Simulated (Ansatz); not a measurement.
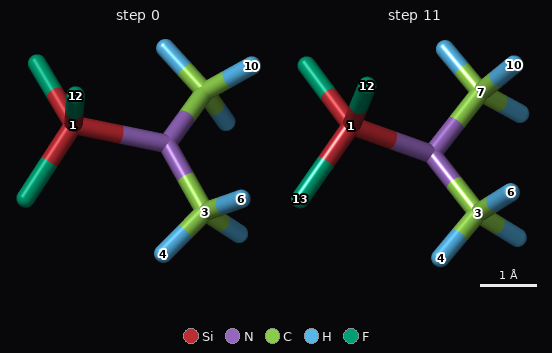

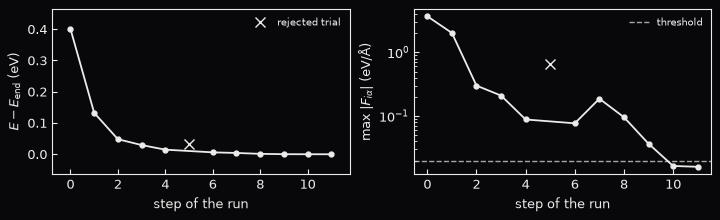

First and last geometry of a relaxation of C2H6F3NSi, with the history of the run. A stick model, seen at a tilt.

The run prepares the start of a later molecular dynamics calculation, from a guessed geometry.

The calculation used RKS BLYP-D4/STO-3G (Ansatz 0.2.0). Settings: no spin polarisation; force threshold 0.02 eV/Å; at most 40 steps.

Did the run converge, and what did it change?

Answer. It converged. After 10 accepted moves (11 points after the start) the energy has fallen by 0.401 eV. The largest force component goes from 3.7 to 0.016 eV/Å. The line search rejected the trial step at point 5 of the run. The N atom moves most after the best rigid fit: 0.45 Å. Largest moves by element: N 0.45 Å, H 0.39 Å, F 0.34 Å, C 0.12 Å, Si 0.04 Å. Near-neighbour distances that change, for instance: F–Si 1.589 → 1.649 Å, C–N 1.470 → 1.515 Å, N–Si 1.820 → 1.788 Å, C–H 1.110 → 1.122 Å. Bond angles that change, for instance: C–N–C 120.0° → 110.6°, N–Si–F 109.5° → 115.4°, Si–N–C 120.0° → 115.1°.

```tsv
step	E − E(0), eV	largest force component, eV/Å	note
0	0.0000	3.6785	
1	-0.2688	2.0158	
2	-0.3531	0.3009	
3	-0.3719	0.2098	
4	-0.3866	0.0885	
5	-0.3684	0.6640	rejected
6	-0.3952	0.0771	
7	-0.3972	0.1874	
8	-0.4000	0.0959	
9	-0.4011	0.0369	
10	-0.4013	0.0165	
11	-0.4014	0.0160
```

Limits of the set-up: STO-3G is a minimal basis, so the numbers are rough.
